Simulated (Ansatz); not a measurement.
# H$_{3}$P$_{3}$ (cyclo-(PH)3) (charge +1, doublet): what the fields show

Input

```
crystal:
  periodic: [false, false, false]
  atoms:
    - {symbol: P, position_ang: [0.977553, -0.469264, 0.523522]}
    - {symbol: P, position_ang: [-0.211907, 1.184193, -0.051680]}
    - {symbol: P, position_ang: [-0.475238, -0.741069, -1.147504]}
    - {symbol: H, position_ang: [0.328735, -0.862165, 1.722224]}
    - {symbol: H, position_ang: [-1.162044, 1.210153, 1.001310]}
    - {symbol: H, position_ang: [0.542910, -0.321858, -2.047882]}
basis:
  gaussian: {orbitals: def2-TZVP, initial_orbitals: start.molden}
total_charge: 1
magnetization: {spin_polarized: true, initial_magnetization: 1}
hamiltonian: {xc: pbe0, dispersion: d4}
scf: {omitted_lower_state_checks: [starts]}
output: {orbitals: {seedname: orbitals}}
```

Command:

```sh
ansatz run in.yaml --threads 2 --pin off --events-out ev --progress --plain --max-ram 4352MiB
```

Geometry: PBE0-D4/def2-TZVP.

Computed with UKS PBE0-D4/def2-TZVP in Ansatz 0.2.0.

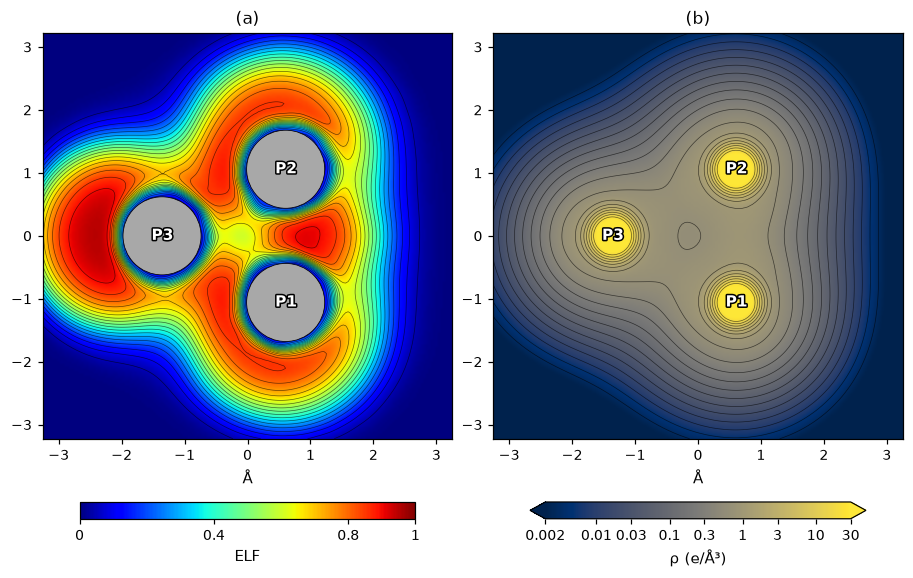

Figure 1. (a) electron localisation function; (b) total electron density on the plane of atoms P2, P1 and P3. Grey discs cover the atomic cores in the ELF map.

### What does the map show?

Atoms in the plane: P. P–P (2.12 Å): ρ is about 0.88 e/Å³ halfway; the ELF peaks at about 0.85 between the atoms, as expected for a shared electron pair. P–P (2.23 Å): ρ at the midpoint is about 0.71 e/Å³; the ELF peaks at about 0.80 between the atoms: a shared electron pair. The ELF also peaks beside P1, P3 and P2, away from the bonds: non-bonding electrons, paired or unpaired.

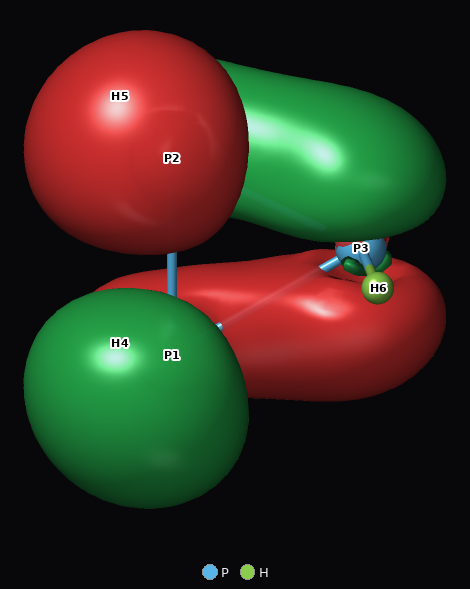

Figure 2. One frontier orbital at ±0.1 Å⁻³ᐟ² (green and red are the two phases), seen at a tilt.

### Which orbital is it: HOMO (α) or LUMO (α)?

The HOMO (α), at −13.56 eV. It lies mainly on P1 (about 35 %), P2 (about 35 %) and P3 (about 25 %); π-antibonding (π*) across P1–P2.

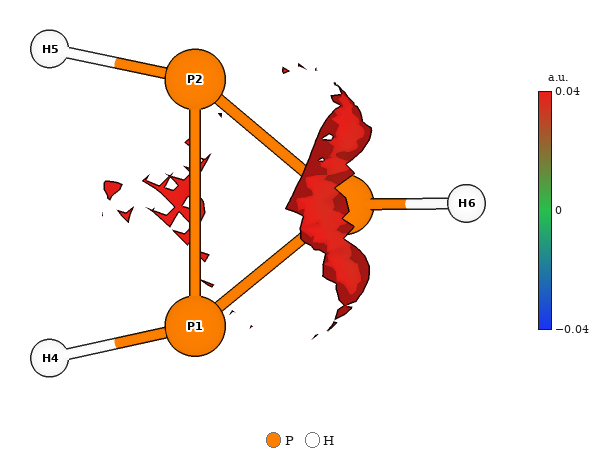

Figure 3. Non-covalent interaction (NCI) plot: the surface where the reduced density gradient is 0.5, for densities under 0.05 a.u., coloured by sign(λ₂)ρ; seen across its widest extent.

### What holds or crowds the atoms apart from the covalent bonds?

Near H6, P3 and P2: mostly steric crowding (olive to red).
